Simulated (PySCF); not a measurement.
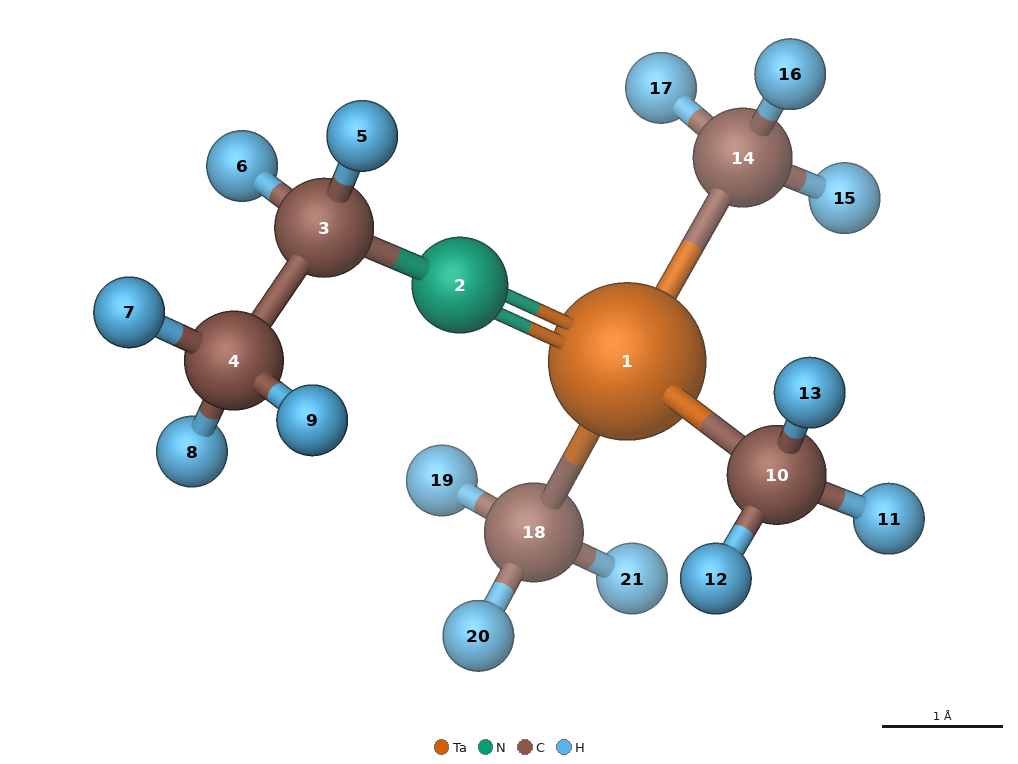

Orthographic view. Depth is shown by fading: the farther an atom, the more it takes the colour of the background. Charge 0, singlet. Computed geometry: PBE0-D3(BJ)/def2-SVP optimisation. No frequency run is at hand to confirm it as a minimum.

List the bonded neighbours of every atom.

Ta1: N2, C10, C14, C18
N2: Ta1, C3
C3: N2, C4, H5, H6
C4: C3, H7, H8, H9
C10: Ta1, H11, H12, H13
C14: Ta1, H15, H16, H17
C18: Ta1, H19, H20, H21
(terminal hydrogens appear only as neighbours)
